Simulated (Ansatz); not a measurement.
```cif
data_structure
_symmetry_space_group_name_H-M 'P 1'
_symmetry_Int_Tables_number 1
_cell_length_a 6.6237
_cell_length_b 6.6237
_cell_length_c 6.6237
_cell_angle_alpha 90.000
_cell_angle_beta 90.000
_cell_angle_gamma 90.000
_cell_volume 290.61
loop_
_atom_site_label
_atom_site_type_symbol
_atom_site_fract_x
_atom_site_fract_y
_atom_site_fract_z
_atom_site_occupancy
Hg1 Hg 0.25000 0.25000 0.25000 1
Hg2 Hg 0.75000 0.75000 0.25000 1
Hg3 Hg 0.75000 0.25000 0.75000 1
Hg4 Hg 0.25000 0.75000 0.75000 1
Hg5 Hg 0.75000 0.25000 0.25000 1
Hg6 Hg 0.25000 0.75000 0.25000 1
Hg7 Hg 0.25000 0.25000 0.75000 1
Hg8 Hg 0.75000 0.75000 0.75000 1
P1 P 0.00000 0.00000 0.00000 1
P2 P 0.50000 0.50000 0.00000 1
P3 P 0.50000 0.00000 0.50000 1
P4 P 0.00000 0.50000 0.50000 1
```

Space group Fm-3m; a structure generated by program, which may or may not match a known phase; computed without spin polarisation.

The calculation used Ansatz 0.2.0, DFT PBE, scalar-relativistic, plane waves, PAW.

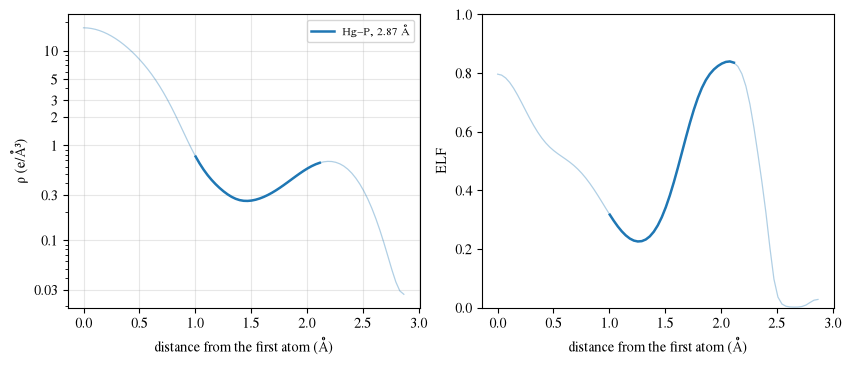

Hg2P. Valence charge density (pseudo) and ELF along straight lines between neighbouring atoms. Thin, pale parts lie inside the atomic spheres.

Core electrons are frozen (PAW), and the valence fields are smoothed inside the atomic spheres.

What can be read from the curves?

Answer. Hg–P (2.87 Å): ρ at the midpoint is about 0.26 e/Å³; the ELF peaks at about 0.85 in the valence shell of P, 0.8 Å from its nucleus, and drops to about 0.25 between the two atoms.
